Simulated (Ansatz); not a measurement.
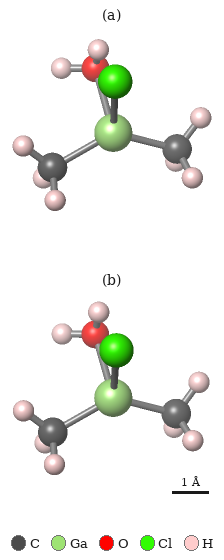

The structure of C2H8ClGaO before (top) and after (bottom) a relaxation, at one scale.

A ball-and-stick model, seen face on.

The start comes from PBE-D4/def2-SVP.

These are results of Ansatz 0.2.0, RKS PBE0-D4/def2-TZVP, not measurements. (force threshold 0.005 eV/Å; at most 150 steps)

> Summarise the run.

The Cl atom moves most after the best rigid fit: 0.14 Å. By element the largest moves are Cl 0.14 Å, H 0.11 Å, O 0.05 Å, Ga 0.04 Å, C 0.03 Å. Among the contacts that change: Cl–Ga 2.272 → 2.234 Å, H–O 0.994 → 0.971 Å, Ga–O 2.201 → 2.183 Å, C–H 1.107 → 1.091 Å. Among the angles between lasting bonds that change: Ga–O–H 88.8° → 96.2°, O–Ga–Cl 82.9° → 86.4°, Ga–O–H 109.0° → 111.7°. After 10 geometry steps the energy has fallen by 1.37 kcal/mol. The largest force component goes from 0.98 to 0.0033 eV/Å. The run took 56 s on 4 threads of Arm Neoverse V2, with other jobs on the host.
